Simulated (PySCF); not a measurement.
**MoN (quartet): density, localisation and related maps**

```json
{"atom": "Mo", "x (Å)": "0.0000", "y (Å)": "0.0000", "z (Å)": "-0.2018"}
{"atom": "N", "x (Å)": "0.0000", "y (Å)": "0.0000", "z (Å)": "1.4112"}
```

⟨S²⟩ = 3.83, above the pure value of 3.75; core potentials replace the inner electrons of Mo.

Level of theory: PBE0/def2-TZVPP, non-relativistic Hamiltonian with scalar-relativistic core potentials where named, at a bond length of 1.613 Å in PySCF 2.14.0.

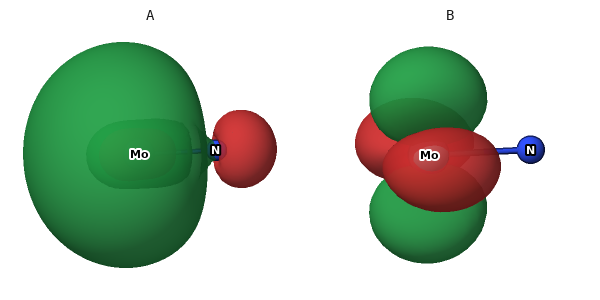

Figure 1. Two frontier α-spin orbitals, each drawn at the value that holds 80 % of its norm (green and red are the two phases), in no order; of a degenerate pair one member is drawn.

**Name the orbitals and rank them from lowest to highest energy.**

Orbital B: δ, occupied in this spin, −6.79 eV; almost wholly on Mo.
Orbital A: σ, occupied in this spin, −5.55 eV; mainly on Mo (90 %).

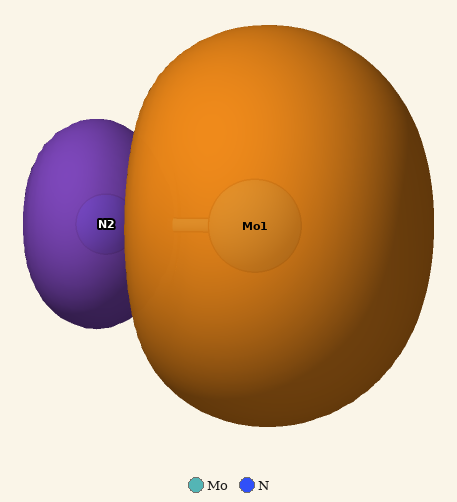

Figure 2. Isosurfaces of the spin density at +0.015 (orange) and −0.015 e/Å³ (purple), seen from one side.

**Where is the unpaired spin?**

The unpaired spin (3 electrons) lies mostly on Mo1 (about 3.3), in electrons by Hirshfeld's partition, with opposite, polarisation-induced spin on N2.

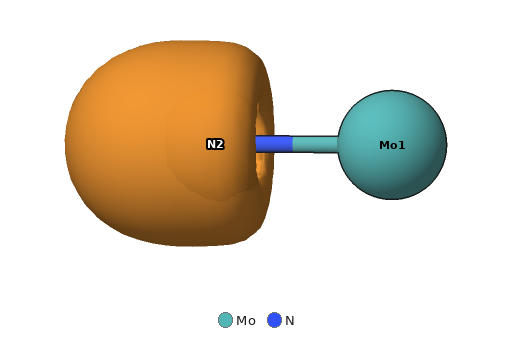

Figure 3. Isosurface of the ELF at 0.75 (orange), seen from one side. Only the valence region is drawn (cores and ρ < 0.01 e/Å³ removed).

**Describe the localisation domains.**

The ELF exceeds this value in one lobe on N, pointing away from the bonds (non-bonding electrons). Profiles from the grid: Mo–N (1.61 Å): the ELF peaks at about 0.75 in the valence shell of N, 0.5 Å from its nucleus, and drops to about 0.55 between the two atoms.
